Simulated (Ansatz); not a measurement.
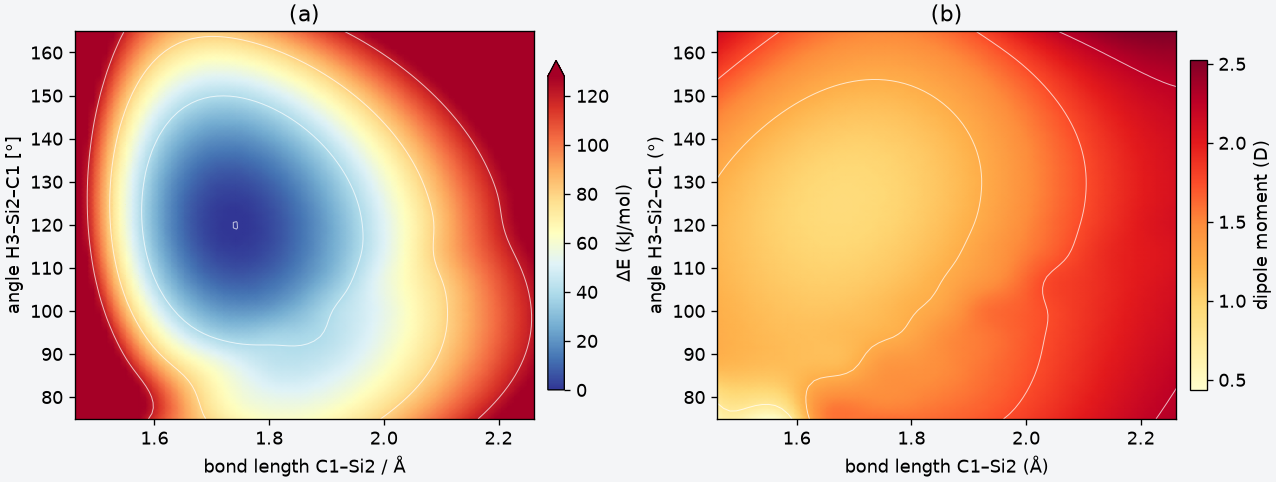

CHSi, SMILES [C]#[SiH], spin multiplicity 2. First axis: bond length C1–Si2. Second axis: angle H3–Si2–C1. Nothing is relaxed (all other coordinates rigid). The scan uses a 15 × 15 grid. Points are written as (first, second). Energies: kJ/mol, counted from the lowest grid point. In part of the range the unrestricted reference is strongly spin-contaminated. These are results of UHF/def2-TZVP in Ansatz, not measurements.

Panel (a) is the energy and panel (b) the computed dipole moment on the same grid.

The picture shows a smooth colour map with a few white contour lines, one colour for all values above the top of the scale. Between grid points the surface is interpolated.

Question: How does the dipole moment vary over the map, and what is it at the lowest grid point?

Answer: Leaving out the highest fifth of the energies, it runs from 0.54 D at (1.576 Å, 74.9°) to 2.21 D at (2.262 Å, 87.7°). At the lowest grid point, (1.747 Å, 119.9°), it is 0.97 D.
